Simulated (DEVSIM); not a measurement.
System: illuminated Si n-on-p cell, one wavelength, with a back-surface field, at 350 K.

| layer (left to right) | material | thickness (μm) | Nd (cm⁻³) | Na (cm⁻³) | τn (s) | τp (s) | absorption coefficient (cm⁻¹) |
|---|---|---|---|---|---|---|---|
| 1 | Si | 0.800 | 4.7e18 | - | 1.2e-5 | 1.1e-5 | 4100 |
| 2 | Si | 26.0 | - | 1e16 | 2.1e-5 | 2.1e-5 | 4100 |
| 3 | Si | 1.70 | - | 8.6e18 | 2.1e-5 | 2.1e-5 | 4100 |

Left contact: ohmic, minority hole recombination velocity 6e6 cm/s. Right contact: ohmic, minority electron recombination velocity 50 cm/s. Voltage is applied to the left contact. Recombination: SRH at mid-gap, radiative, Auger. Gap narrowing is on: ΔEg = 6.92 meV × (l + √(l² + 0.5)), l = ln(N/1.3e17 cm⁻³), shared equally by both band edges. Light enters at the left, 2.2e18 photons cm⁻² s⁻¹, one pass, no reflection. Mobility is constant in doping.

This is a model device: material constants are rounded textbook-type values typed into the input, and sizes, dopings and lifetimes were drawn at random. Values at 300 K; Nc and Nv go as T^1.5, mobilities as T to minus their exponent, the gap by Varshni's rule with the affinity fixed.

```csv
parameter,Si
gap (eV),1.124
affinity (eV),4.05
permittivity,11.7
Nc (cm⁻³),2.86e19
Nv (cm⁻³),3.1e19
μn (cm²/Vs),1417
μp (cm²/Vs),470
T exponent of μn,2.3
T exponent of μp,2.2
B (cm³/s),4.7e-15
Cn (cm⁶/s),2.8e-31
Cp (cm⁶/s),9.9e-32
Varshni α (eV/K),0.000473
Varshni β (K),636
```

Model (solved in DEVSIM): 1D drift-diffusion, Boltzmann statistics, complete ionisation; no tunnelling, impact ionisation, image-force lowering or self-heating.

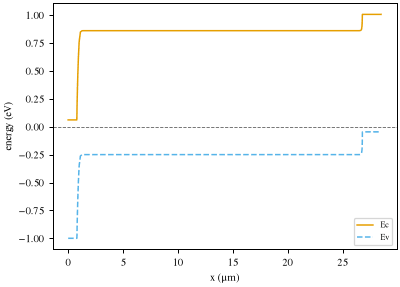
Figure. Band edges at zero bias, in the dark

Energies count from the Fermi level of the right contact; mesh points crowd at the junctions.

```tsv
x (μm)	Ec (eV)	Ev (eV)	n (cm⁻³)	p (cm⁻³)	field (V/cm)
0.000	0.061	-0.999	4.7e18	160000	≈ 0
0.04925	0.061	-0.999	4.7e18	160000	≈ 0
0.1850	0.061	-0.999	4.7e18	160000	≈ 0
0.5241	0.061	-0.999	4.7e18	160000	≈ 0
0.7526	0.061	-0.999	4.7e18	160000	≈ 0
0.8000	0.112	-0.998	8.8e17	170000	100000
0.8512	0.358	-0.752	2.6e14	5.7e8	38000
1.116	0.848	-0.262	2.2e7	6.6e15	2700
1.797	0.861	-0.249	1.5e7	1.0e16	≈ 0
3.971	0.861	-0.249	1.5e7	1.0e16	≈ 0
10.78	0.861	-0.249	1.5e7	1.0e16	≈ 0
22.99	0.861	-0.249	1.5e7	1.0e16	≈ 0
25.60	0.861	-0.249	1.5e7	1.0e16	≈ 0
26.42	0.861	-0.249	1.5e7	1.0e16	≈ 0
26.73	0.878	-0.232	8300000	1.8e16	4200
26.80	0.976	-0.134	320000	4.6e17	62000
26.84	1.007	-0.046	120000	8.6e18	≈ 0
26.96	1.007	-0.046	120000	8.6e18	≈ 0
27.59	1.007	-0.046	120000	8.6e18	≈ 0
28.20	1.007	-0.046	120000	8.6e18	≈ 0
28.42	1.007	-0.046	120000	8.6e18	≈ 0
28.50	1.007	-0.046	120000	8.6e18	≈ 0
```
